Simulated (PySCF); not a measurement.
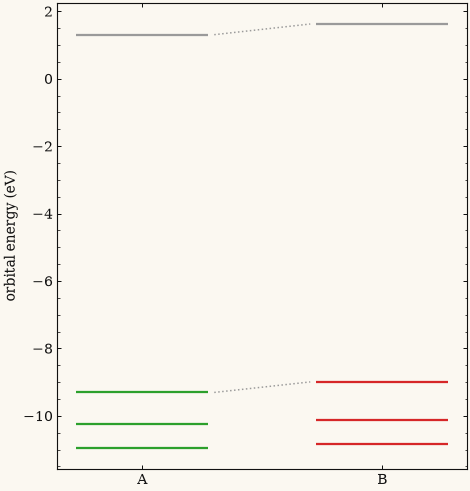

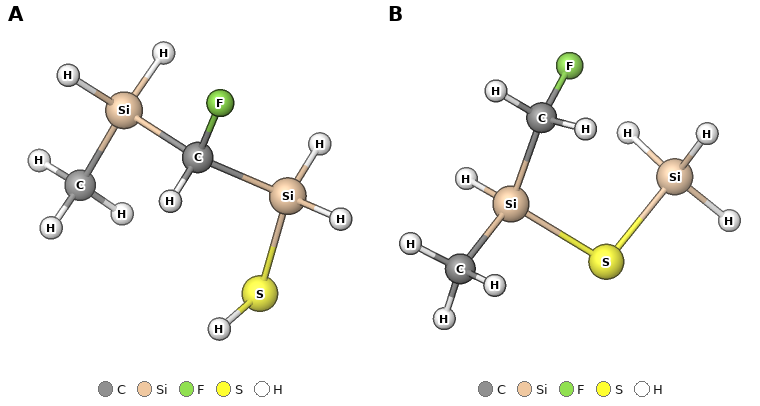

Related molecules: A is C₂H₉FSSi₂, SMILES C[SiH2][C@H](F)[SiH2]S; B is C₂H₉FSSi₂, SMILES C[Si@@H](CF)S[SiH3]. Frontier orbital energies, ωB97X-D/def2-SVPD in PySCF, at a GFN2-xTB geometry (no frequency check); drawn are at most three filled levels and, in grey, the LUMO with any level within 0.03 eV of it; dotted lines join the HOMOs and the LUMOs.

What does the change do to the frontier levels?

From A to B the HOMO rises by 0.31 eV and the LUMO rises by 0.32 eV, so the separation goes from 10.61 to 10.62 eV.

Caveats, for all or some of the runs: empty levels above zero depend strongly on the basis; one conformer of a flexible molecule; the tight-binding geometry is rougher than a DFT one and adds to the error.
